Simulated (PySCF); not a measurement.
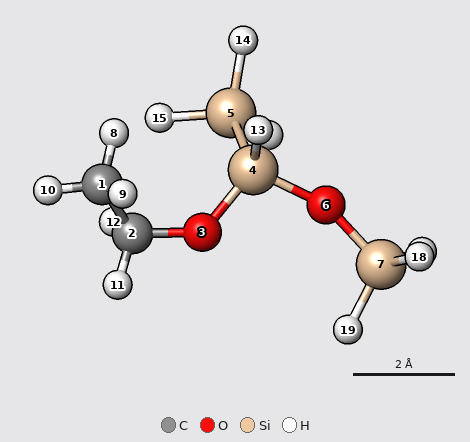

**Figure 1.** The input geometry (ball-and-stick view, seen at a tilt; atoms are numbered from 1 in the order of the input).

**Excited-state calculation, with input and output: C2H12O2Si3**

The run: excited-state calculation of C2H12O2Si3. Method and program: TDA PBE0/6-31G, vertical, gas phase, core orbitals frozen in the response (PySCF 2.14.0).

The geometry comes from this level: GFN2-xTB. It belongs to a series of runs on one base structure; here: PBE0/6-31G; 12 states, TDA; grid level 1; guess vsap.

Output:
```
final grid: 69624 points
cycle   1  E = -1087.3692182136  dE =  1.239e+01  |g| = 5.560e+00  |ddm| = 2.552e+01
cycle   2  E = -1059.1292318782  dE =  2.824e+01  |g| = 8.232e+00  |ddm| = 2.791e+01
cycle   3  E = -1098.2899232722  dE = -3.916e+01  |g| = 2.690e+00  |ddm| = 1.300e+01
cycle   4  E = -1078.2371927828  dE =  2.005e+01  |g| = 6.102e+00  |ddm| = 2.311e+01
cycle   5  E = -1101.3178299141  dE = -2.308e+01  |g| = 8.663e-01  |ddm| = 2.220e+01
cycle   6  E = -1101.5197873801  dE = -2.020e-01  |g| = 3.266e-01  |ddm| = 1.338e+00
cycle   7  E = -1101.5397676141  dE = -1.998e-02  |g| = 2.471e-01  |ddm| = 4.705e-01
cycle   8  E = -1101.5540320017  dE = -1.426e-02  |g| = 7.018e-02  |ddm| = 3.796e-01
cycle   9  E = -1101.5550448993  dE = -1.013e-03  |g| = 2.224e-02  |ddm| = 8.767e-02
cycle  10  E = -1101.5551369315  dE = -9.203e-05  |g| = 6.410e-03  |ddm| = 2.607e-02
cycle  11  E = -1101.5551473850  dE = -1.045e-05  |g| = 9.435e-04  |ddm| = 8.219e-03
cycle  12  E = -1101.5551478133  dE = -4.283e-07  |g| = 2.725e-04  |ddm| = 2.809e-03
cycle  13  E = -1101.5551478372  dE = -2.384e-08  |g| = 3.575e-05  |ddm| = 4.800e-04
cycle  14  E = -1101.5551478377  dE = -5.657e-10  |g| = 6.083e-06  |ddm| = 9.372e-05
converged SCF energy = -1101.5551478377

Static polarisability (au): isotropic 90.572, principal 79.089 94.566 98.062

Singlet excitations
state   eV       nm        f      main configurations
  1   6.2960    196.9   0.02143   H->L 0.97
  2   6.8696    180.5   0.01969   H->L+1 0.86
  3   7.0771    175.2   0.01152   H-1->L 0.86
  4   7.4272    166.9   0.03904   H->L+2 0.35, H-3->L 0.29, H-2->L 0.24
  5   7.4373    166.7   0.03018   H->L+2 0.40, H-2->L 0.30, H-3->L 0.10
  6   7.5714    163.8   0.03535   H-3->L 0.53, H-2->L 0.34
  7   7.7104    160.8   0.01141   H-1->L+1 0.90
  8   7.8895    157.2   0.00864   H-2->L+1 0.87
  9   8.0016    154.9   0.05402   H-1->L+2 0.72
 10   8.1351    152.4   0.22804   H->L+3 0.73, H-1->L+2 0.09
 11   8.2119    151.0   0.00129   H-3->L+2 0.56, H-2->L+2 0.20, H-3->L+1 0.11
 12   8.2820    149.7   0.07104   H-3->L+1 0.81, H-3->L+2 0.09
```

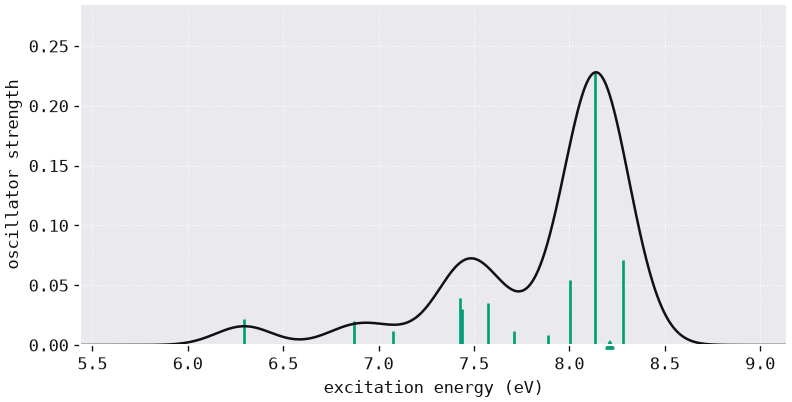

**Figure 2.** Computed excitations as sticks (degenerate states added up, dark ones marked on the axis), with a Gaussian envelope of 0.35 eV full width at half maximum, scaled to the tallest. Of the 12 states the lowest lies at 6.30 eV (f = 0.021); the strongest line is at 8.14 eV, or 152 nm (f = 0.228).

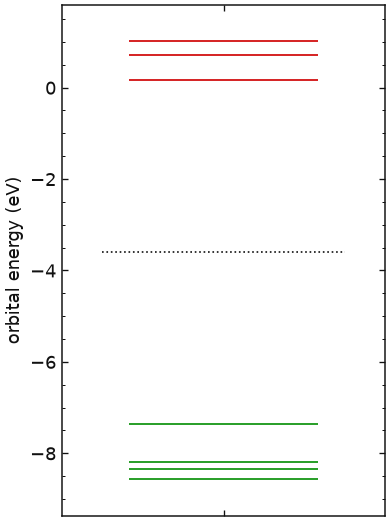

**Figure 3.** Orbital energies near the frontier; the dotted line parts filled from empty levels, and levels within 0.02 eV of each other stand side by side. Highest filled −7.36 eV, lowest empty 0.17 eV, 7.53 eV apart.

This output came from the following input.

Input file:
```
{"job": {"kind": "uv", "xc": "PBE0", "basis": "6-31G", "nstates": 12, "ntriplets": 0, "tda": true, "scf": {"guess": "vsap"}, "grid": 1}, "charge": 0, "multiplicity": 1}
C     -2.772004    -0.460247     0.144155
C     -1.835442     0.213420    -0.848101
O     -0.525913    -0.260255    -0.762079
Si     0.477934    -0.295222     0.514074
Si     0.700571     1.748599     1.538754
O      1.907929    -0.706540    -0.123800
Si     2.965044    -1.167410    -1.255753
H     -2.477320    -0.212841     1.161194
H     -2.724957    -1.538907     0.020582
H     -3.792927    -0.126933    -0.021725
H     -2.169617     0.017490    -1.872813
H     -1.842140     1.298867    -0.681921
H      0.126041    -1.441968     1.365865
H      0.848650     1.630595     2.995255
H     -0.496114     2.592147     1.358566
H      1.822164     2.576576     1.078620
H      4.131552    -0.315811    -1.022296
H      3.249085    -2.580184    -1.009436
H      2.397661    -0.962127    -2.586603
```

The first line tells a small driver script what to run in PySCF; the rest is the geometry in Å.

Command:
```bash
OMP_NUM_THREADS=1 python <driver script> task.json out
```

Summary:

```tsv
quantity	value
outcome	converged
total energy	−1101.555148 hartree
HOMO	−7.36 eV
LUMO	0.17 eV
dipole moment	1.43 D
mean polarisability	90.57 a.u.
lowest excitation	6.30 eV
hardware	1 CPU thread, shared host
wall time	15 s
peak memory	0.61 GiB
```

Settings chosen away from the usual ones: PBE0/6-31G; 12 states, TDA; grid level 1; guess vsap.
